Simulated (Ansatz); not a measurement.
Results of PBEsol-D3(BJ) (PAW; Ansatz, a first-principles code) for rock-salt BaS.

Run with plane-wave cutoff 520 eV, 10×10×10 k mesh, Fermi–Dirac smearing 0.01 eV, scalar-relativistic PAW data made under PBE.

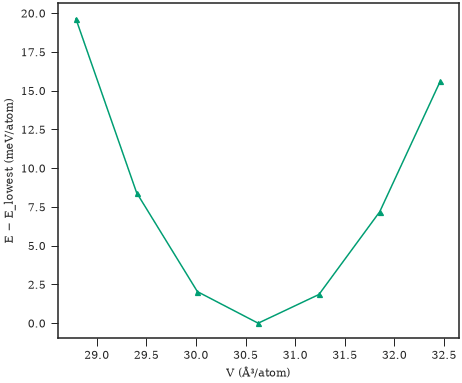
Figure: Total energy against volume

**Question.** From the curve, estimate the equilibrium volume and the bulk modulus.

**Answer.** V0 ≈ 30.6 Å³/atom and B0 ≈ 51 GPa; the fit gives V0 = 30.631 Å³/atom, B0 = 50.8 GPa, B′ = 4.5.

Measured, for comparison: equilibrium volume per atom 32.60 Å³/atom (room temperature, not corrected to a static lattice; as tabulated in Lucero et al. (2012), arXiv:1111.4515). Computed (rounded) less measured: equilibrium volume per atom -6.0 %.

Spin–orbit coupling is not included.

Computed values are for the static lattice.
